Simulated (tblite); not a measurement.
# Mg15S15 ((MgS)15 cage of four- and six-membered rings): the cost of one run

Computed with tblite 0.8.0 and PySCF 2.14.0 and routines of our own; the level stands in each step. Atoms count from 0.

## (1) The system as given

30 atoms, charge 0, multiplicity 1; geometry from: force field, distance geometry or constructed start.

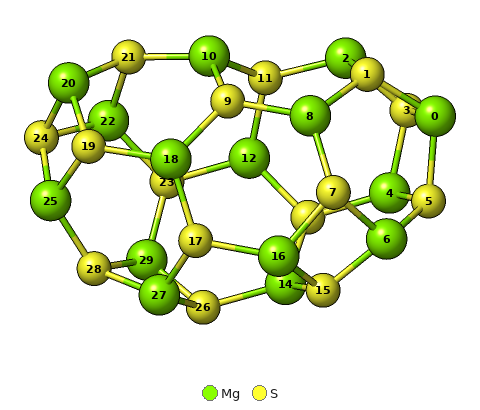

The starting geometry (magnesium green, sulfur yellow); sticks join atoms by distance alone.

## (2) Relaxing the molecule with GFN1-xTB

The job: settings as JSON, then the geometry in Å.

```
{"job": {"kind": "relax", "xc": "GFN1-xTB", "basis": "xTB"}, "charge": 0, "multiplicity": 1}
Mg     0.632300    -1.388300     5.566200
S      1.786800    -2.268000     3.665500
Mg    -0.205800    -3.463700     3.064400
S     -1.410400    -2.294000     4.767600
Mg    -2.204000    -0.108100     4.242600
S     -0.294500     0.823900     5.336600
Mg     1.060600     2.412200     4.135500
S      2.755900     1.585500     2.652400
Mg     2.707100    -0.734800     2.039100
S      2.438500    -1.308900    -0.289800
Mg     0.970200    -3.183800    -0.788400
S     -0.974800    -3.184500     0.786900
Mg    -2.444700    -1.307400     0.296700
S     -2.573200     0.447600     1.921100
Mg    -1.920400     2.675600     1.258300
S      0.078400     3.571200     2.317300
Mg     2.131100     3.246400     1.076600
S      1.917100     2.666800    -1.259700
Mg     2.574800     0.449600    -1.921400
S      2.205800    -0.106800    -4.236500
Mg     1.407400    -2.295600    -4.771800
S      0.210100    -3.460600    -3.062900
Mg    -1.786600    -2.266800    -3.665300
S     -2.708600    -0.737400    -2.040900
S     -0.626900    -1.385100    -5.566600
Mg     0.285100     0.822400    -5.336800
S     -2.130000     3.246600    -1.077100
Mg    -0.080800     3.570800    -2.310600
S     -1.059900     2.410100    -4.141300
Mg    -2.751400     1.582600    -2.647800
```

Run with:

```sh
$ OMP_NUM_THREADS=4 python large_run.py task.json out
```

One launch serves the whole session: the jobs run in the order shown.

**Question.** How long does this first job take on 4 threads of Intel Xeon Platinum 8259CL at 2.50GHz, shared host, and how much memory does it need?

About 10 s, with a peak of 0.17 GiB.
